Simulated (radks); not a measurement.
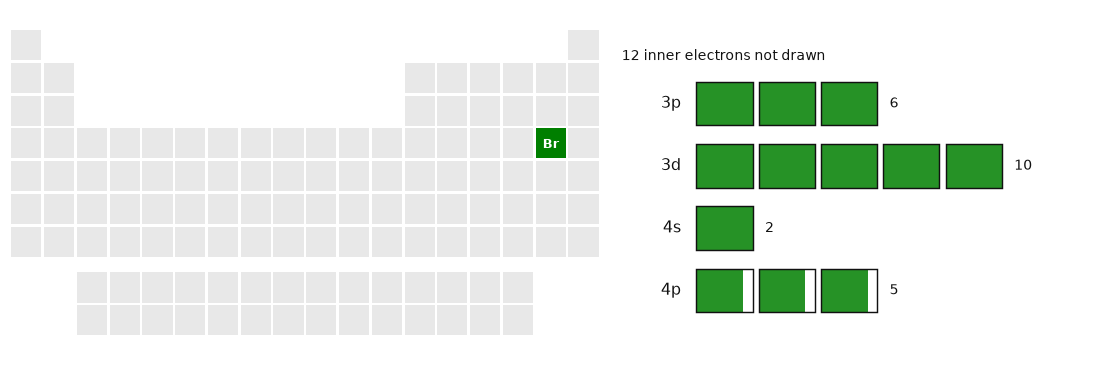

*Left, the place of bromine in the periodic table; right, the outer shells as the input fills them: a box for each of the 2l + 1 orbitals, shaded by the share of the shell that is filled, with the electron count at the right.*

# Atomic calculation for Br

- system: a free Br atom in the configuration [Ar] 3d10 4s2 4p5 (4p1/2: 2, 4p3/2: 3).
- method: Dirac Kohn-Sham, PBEsol, spin-unpolarised, spherical densities, point nucleus (the in-house radial solver radks)

Input:
```
Z 35
configuration [Ar] 3d4 3d6 4s2 4p5
relativity Dirac
functional pbe_sol,pbe_sol
spin unpolarised
j_filling energy
nucleus point
c 137.035999084
```

Energies in input and log are in hartree, lengths in bohr.

The run was one of a batch that the task file lists, launched with:
```bash
python <driver script> task.json out
```

Output:
```
1s1/2   1   2.0000        -488.88710795
2s1/2   1   2.0000         -63.61047227
2p1/2   1   2.0000         -57.29528383
2p3/2   1   4.0000         -55.55164557
3s1/2   1   2.0000          -8.72716645
3p1/2   1   2.0000          -6.53244952
3p3/2   1   4.0000          -6.28129150
3d3/2   1   4.0000          -2.47241236
3d5/2   1   6.0000          -2.43252854
4s1/2   1   2.0000          -0.73852627
4p1/2   1   2.0000          -0.30018298
4p3/2   1   3.0000          -0.28183288
Etot -2604.873483596656
Ekin 2670.8765200740836
Encl -6293.579437531884
Eh 1108.279609293866
Exc -90.45017543272186
err 4.023611778855778e-09
it 14
```

Orbitals:

```csv
orbital,occupation,energy (eV),⟨r⟩ (bohr),outer maximum (bohr)
1s,2,−13303.3,0.04277,0.0279
2s,2,−1730.9,0.1894,0.159
2p1/2,2,−1559.1,0.1628,0.125
2p3/2,4,−1511.6,0.1667,0.128
3s,2,−237.478,0.5517,0.484
3p1/2,2,−177.757,0.5573,0.476
3p3/2,4,−170.923,0.5678,0.484
3d3/2,4,−67.278,0.5883,0.429
3d5/2,6,−66.192,0.5924,0.432
4s,2,−20.096,1.675,1.42
4p1/2,2,−8.168,2.071,1.64
4p3/2,3,−7.669,2.120,1.68
```

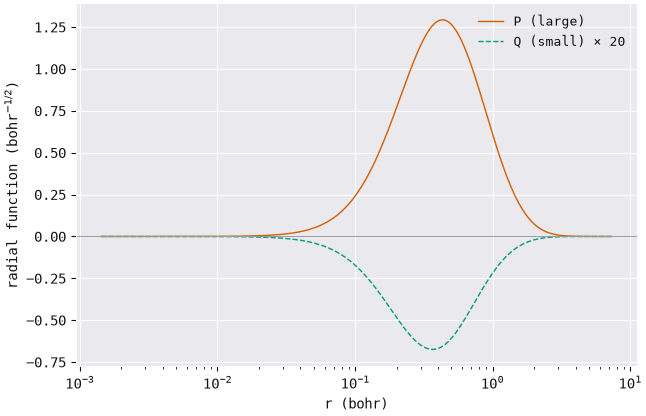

*The large and small radial components of one occupied spinor.*

It is 3d5/2. The spinor has κ = −3: the large component has l = 2 and 0 radial nodes, the small one has l = 3. The small component carries 0.057 % of the norm; ⟨r⟩ = 0.592 bohr and the eigenvalue is −66.2 eV. The nodes of P give n − l − 1 and its extent picks the shell; Q has as many nodes as P for κ < 0 and one more for κ > 0.

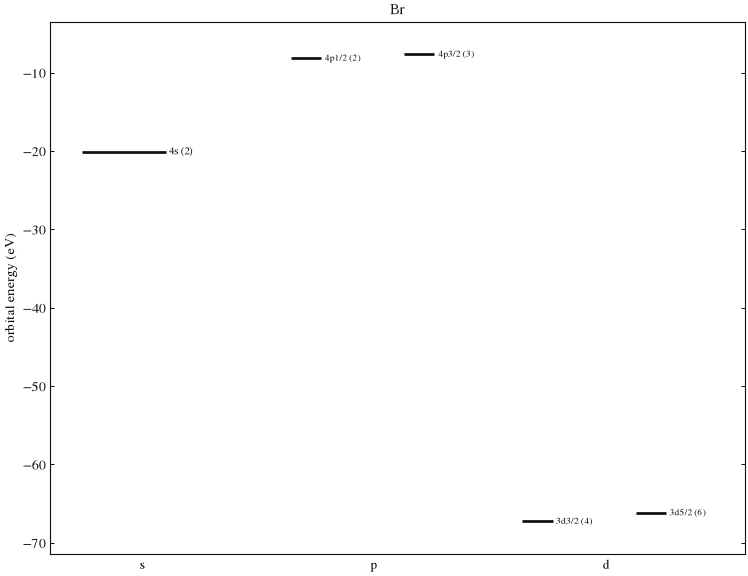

*The outer levels are drawn by angular momentum (occupations in brackets, the lower j at the left of each column).*

The highest occupied level is 4p3/2 at −7.67 eV. From the top down the occupied levels run 4p3/2 (−7.67 eV), 4p1/2 (−8.17 eV), 4s (−20.1 eV), 3d5/2 (−66.2 eV), 3d3/2 (−67.3 eV). Spin-orbit splittings: 4p 0.499 eV, 3d 1.09 eV.

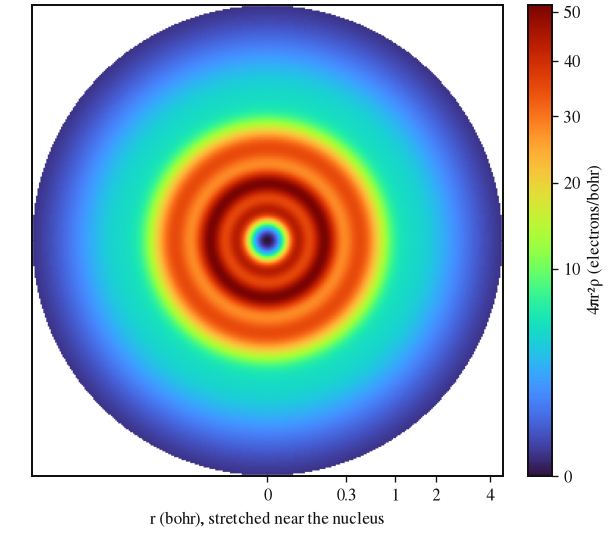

*The radial density 4πr²ρ as a disc about the nucleus, with the radius drawn as r to the power 0.4.*

There are 3 maxima, at r = 0.0300, 0.134 and 0.448 bohr, parted by minima at 0.0626 and 0.286 bohr, inside which lie 2.1 and 11.0 electrons. The configuration has 4 principal shells, so not every shell has a maximum of its own.

Summary:

- outcome: converged
- total energy: −2604.8735 hartree
- kinetic energy: 2670.8765 hartree
- electron–nucleus energy: −6293.5794 hartree
- Hartree energy: 1108.2796 hartree
- exchange–correlation energy: −90.450175 hartree
- radius at density 0.001 e/bohr³: 4.15 bohr
- SCF iterations: 14
- hardware: 1 thread of Arm Neoverse V2, 108 GiB of memory available, shared host
